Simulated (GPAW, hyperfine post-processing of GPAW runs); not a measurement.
# Reading the 27Al spectrum of MgAl2Co2O6

Calculated values: DFT, revPBE+U, plane-wave PAW, GPAW setups, collinear spin, scalar-relativistic (GPAW), contact and point-dipole shifts scaled to 298 K with Θ = 0 K (a pure Curie law); spin-only moments, above the ordering temperature.

```
Co Al Mg O
1.0
     5.09477    0.00000    0.00000
    -2.54302    4.42172    0.00000
    -2.54091   -1.47699    4.77823
Co Al Mg O
2 2 1 6
Direct
  0.95109 0.47554 0.42505
  0.31869 0.65427 0.97796
  0.67469 0.83644 0.50914
  0.03136 0.01410 0.04707
  0.41611 0.20726 0.62317
  0.86297 0.05417 0.28411
  0.55028 0.64238 0.76869
  0.23038 0.80689 0.28221
  0.86006 0.21728 0.76816
  0.47684 0.42136 0.28399
  0.12752 0.90780 0.76795
```

27Al MAS at 7.05 T (78.3 MHz), 60 kHz, 298 K; contact and dipolar shift alone, no orbital or quadrupolar part; lines under 1.5 % of the strongest are left out. NMR lines, with heights relative to the strongest:

```csv
position (ppm),intensity
839.4,2.1
1605.9,7.1
2372.4,83
2412.6,100
3138.9,10
```

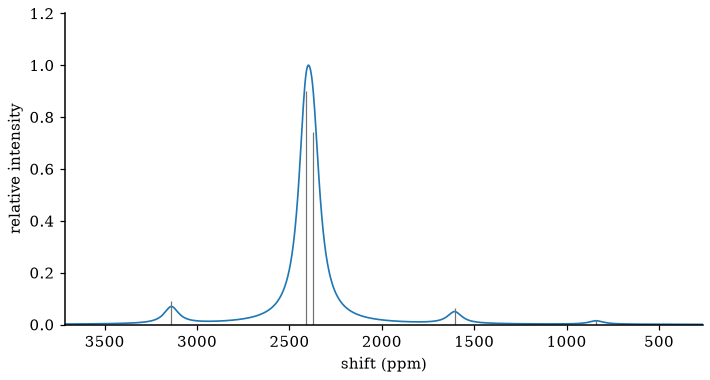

The NMR spectrum, broadened with Lorentzians of width 96 ppm; bars mark the lines.

Q: Find the isotropic shifts among the lines and assign them to the Al sites.

Sidebands are spaced by 767 ppm (the spinning rate over the resonance of 78.3 MHz). An isotropic line need not be the tallest: it is the area-weighted centre of its own family of sidebands, and the one that stays put when the rate is changed. Isotropic shifts: 2413 ppm for atom 3 (7 Co through links of 75° (3), 86° (3), 96° (3) and 138° (3)), reduced anisotropy 322 ppm; 2372 ppm for atom 4 (9 Co through links of 91 to 95° (6), 120° (3) and 143° (3)), reduced anisotropy -925 ppm. The families' total areas stand as 1:1; where areas are equal the match rests on the calculation.

[Logs are printed without paths, hosts, clocks, repeated set-up lines and the standing remarks that a program may print on its own settings, such as how far it seeks lower states.]

[Hosts, paths, dates, database ids (printed as entryN), source tags and the programs' standing remarks are cut or masked in the printed files.]
